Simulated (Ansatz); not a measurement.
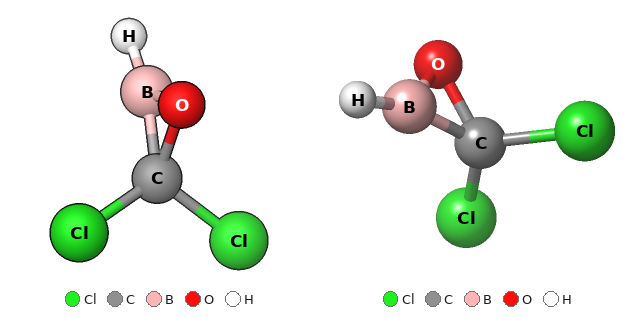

Two views of one molecule.

Which formula does it have?

Answer. CHBCl₂O, 6 atoms: 1 carbon, 1 hydrogen, 1 boron, 2 chlorine and 1 oxygen.

Count the bonded pairs by element.

Answer. 2 C–Cl, 1 C–B, 1 B–O, 1 C–O, 1 B–H.

The parts below concern this one geometry. Atoms keep their numbers from picture to picture. Computed geometry: PBE0-D4/def2-TZVP optimisation.

## Shape

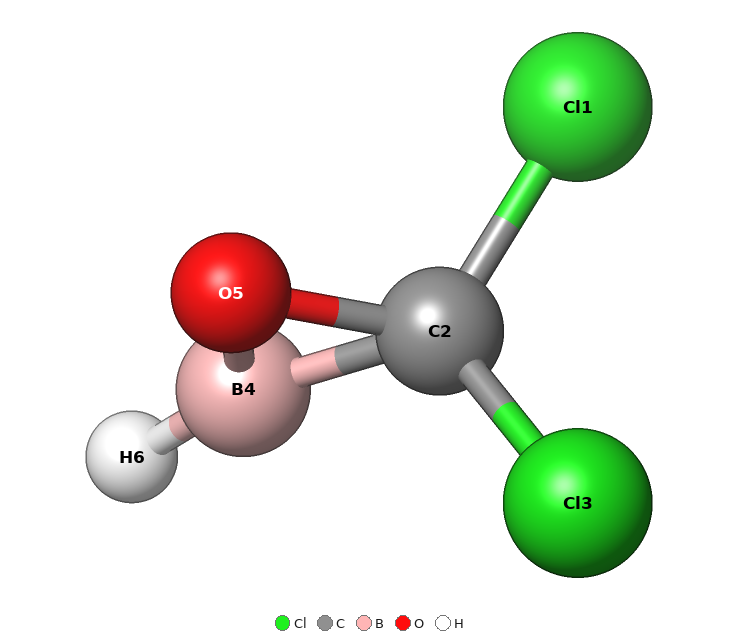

Atoms carry their numbers in the input.

Which atoms are bonded, and how long are the bonds?

```json
{"bond": "Cl1–C2", "length (Å)": "1.741", "order": "single"}
{"bond": "C2–Cl3", "length (Å)": "1.741", "order": "single"}
{"bond": "C2–B4", "length (Å)": "1.506", "order": "single"}
{"bond": "C2–O5", "length (Å)": "1.451", "order": "single"}
{"bond": "B4–O5", "length (Å)": "1.340", "order": "single"}
{"bond": "B4–H6", "length (Å)": "1.180", "order": "single"}
```

## Vibrations

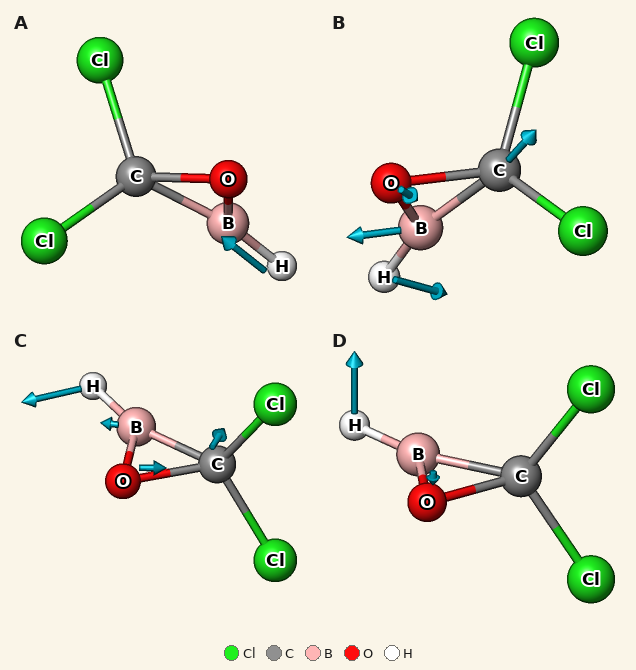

4 normal modes of one molecule or complex, as arrows. Harmonic vibrations computed with RKS PBE0-D4/def2-TZVP (Ansatz 0.2.0) at a stationary point of the same level.

Match the panels to the wavenumbers 413 cm⁻¹, 775 cm⁻¹, 1187 cm⁻¹, 2786 cm⁻¹.

Answer. A: 2786 cm⁻¹, B–H stretching
B: 1187 cm⁻¹
C: 413 cm⁻¹
D: 775 cm⁻¹

## Levels of theory compared

Program: Ansatz 0.2.0.

Compare HOMO energy (eV), HOMO–LUMO gap (eV), dipole (D) at these levels: B3LYP-D4/def2-TZVPP; PBE-D4/def2-TZVPP; r2SCAN-D4/def2-TZVPP; ωB97M-V/def2-TZVPP.

```json
{"level": "B3LYP-D4/def2-TZVPP", "HOMO energy (eV)": "−7.93", "HOMO–LUMO gap (eV)": "6.34", "dipole (D)": "1.71"}
{"level": "PBE-D4/def2-TZVPP", "HOMO energy (eV)": "−6.82", "HOMO–LUMO gap (eV)": "4.45", "dipole (D)": "1.52"}
{"level": "r2SCAN-D4/def2-TZVPP", "HOMO energy (eV)": "−7.09", "HOMO–LUMO gap (eV)": "5.03", "dipole (D)": "1.69"}
{"level": "ωB97M-V/def2-TZVPP", "HOMO energy (eV)": "−10.38", "HOMO–LUMO gap (eV)": "11.07", "dipole (D)": "1.74"}
```

## Thermal motion

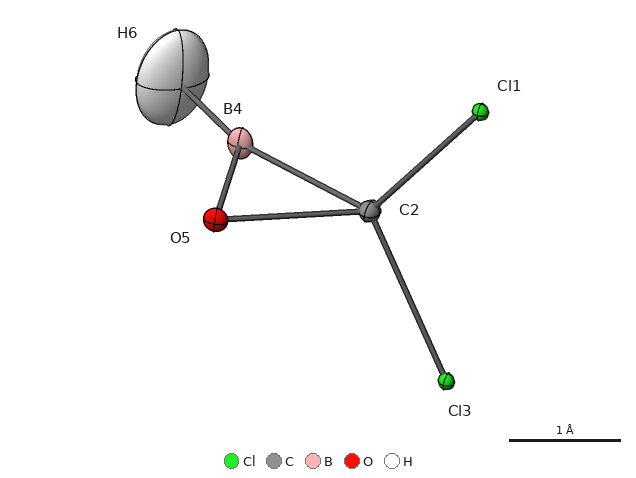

Displacement ellipsoids at the 50 % level, enlarged 1.5 times, from the internal vibrations of the free molecule (harmonic, no overall translation or rotation; no half-axis is drawn under 0.075 Å). Vibrations computed with RKS PBE0-D4/def2-TZVP (Ansatz 0.2.0). Temperature: 298 K.

Which atom moves most?

Answer. H6, with U_eq = 0.0258 Å².

Does H6 move more along its bond or across it?

Answer. Across it: the root-mean-square amplitude is 0.087 Å along the bond and up to 0.217 Å across, since bending and torsion are softer than stretching.

List U_eq and the three principal root-mean-square amplitudes for each kind of atom.

```csv
atom,U_eq (Å²),rms amplitudes (Å)
"Cl1, Cl3",0.00075,"0.013, 0.028, 0.036"
C2,0.0021,"0.042, 0.043, 0.051"
B4,0.0028,"0.029, 0.051, 0.070"
O5,0.0019,"0.023, 0.048, 0.053"
H6,0.0258,"0.085, 0.152, 0.217"
```
